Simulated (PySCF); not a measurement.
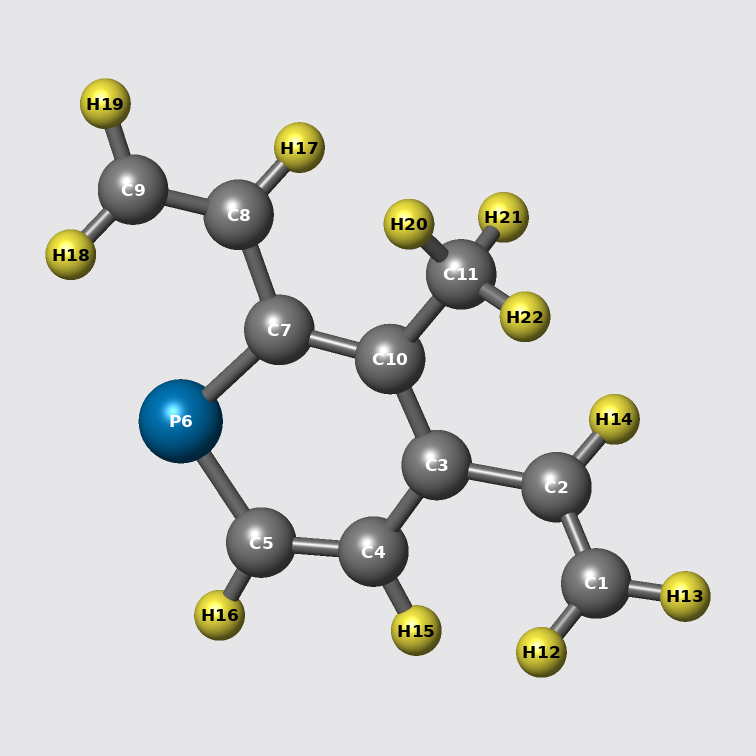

Every bond is drawn as one stick. The geometry was computed by an optimisation with GFN2-xTB. No frequency run is at hand to confirm it as a minimum. Computed with PBE0/pcSseg-1 (PySCF 2.14.0).

List the Mayer bond orders of C1–C2, C2–C3, C3–C4, C3–C10, C4–C5, C5–P6, P6–C7, C7–C8, C7–C10, C8–C9, C10–C11 (bonds between heavy atoms, one of each equivalent set).

```csv
bond,Mayer order,length (Å)
C1–C2,1.95,1.326
C2–C3,1.08,1.467
C3–C4,1.43,1.395
C3–C10,1.35,1.402
C4–C5,1.47,1.374
C5–P6,1.31,1.729
P6–C7,1.29,1.754
C7–C8,1.09,1.464
C7–C10,1.38,1.395
C8–C9,1.93,1.326
C10–C11,1.13,1.507
```

The geometry is semi-empirical. Around P such bond lengths and angles can be off by a tenth of an ångström or more and by several degrees, and values that hang on the shape move with them.
